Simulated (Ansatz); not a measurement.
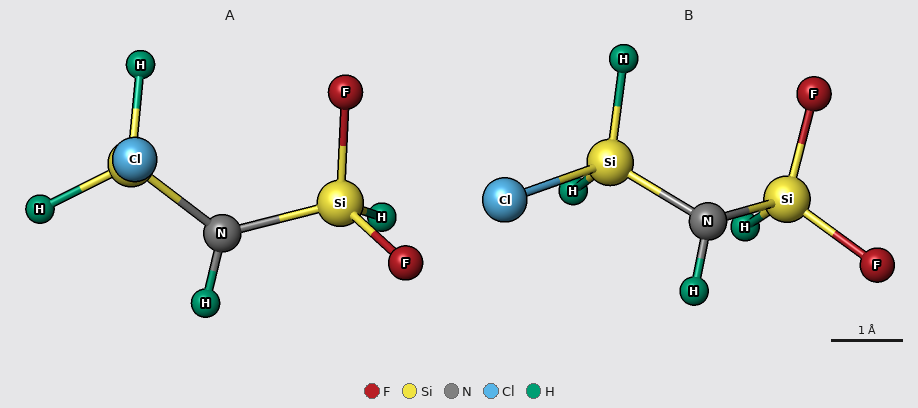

Two geometries of Si$_{2}$NH$_{4}$ClF$_{2}$ (coarse preliminary run), drawn at one scale. One is the start of a relaxation, the other its converged end. A ball-and-stick model, seen at a tilt.

Theory: Ansatz 0.2.0, RKS PBE-D4/def2-SVP. Settings: force threshold 0.03 eV/Å; at most 200 steps.

Which geometry has the lower energy?

Answer. Structure A is the relaxed one. The start comes from a force field. The atom that moves furthest after the best rigid fit is the Cl atom (1.57 Å). By element the largest moves are Cl 1.57 Å, H 1.40 Å, N 1.15 Å, F 0.80 Å, Si 0.28 Å. Among the contacts that change: Si–Si 2.699 → 3.113 Å, N–Si 1.665 → 1.754 Å, F–Si 1.539 → 1.628 Å, H–Si 1.454 → 1.497 Å. Among the angles between lasting bonds that change: Si–N–Si 105.7° → 126.9°, Si–N–H 108.5° → 116.8°, F–Si–N 104.9° → 112.0°. Over 23 accepted moves (25 points after the start) the energy falls by 21.2 kcal/mol. The largest force component goes from 3.2 to 0.024 eV/Å. The line search rejected the trial steps at points 20, 23 of the run. The forces were under the threshold at step 14, but the run went on from there.
